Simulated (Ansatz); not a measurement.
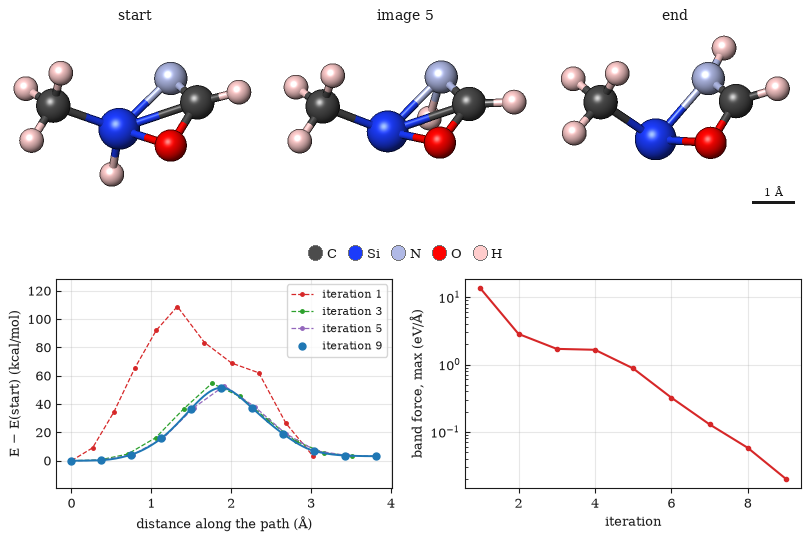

NEB run on C₂H₅NOSi. Images are numbered from 0 (start) to 10 (end). The plot follows the band through its iterations. The picture is a ball-and-stick view, seen from a free direction.

All numbers below come from RKS PBE-D4/def2-SVP (Ansatz 0.2.0). Settings: 9 movable images; climbing image; force threshold 0.05 eV/Å; iteration limit 60; starting path through a guess of the saddle point.

> Judge this run.

The result is final at these settings. The band converged in 9 iterations. The largest component of the band force went from 14 to 0.02 eV/Å. The climbing image converged on the top of the path. Its vibrational analysis gives one imaginary mode (1266i cm⁻¹), as a transition state must have. The first iteration put the highest image at 108.9 kcal/mol. The energy climbs by 51.5 kcal/mol to image 5 and then falls by 48.3 kcal/mol, so the end point sits at +3.2 kcal/mol.
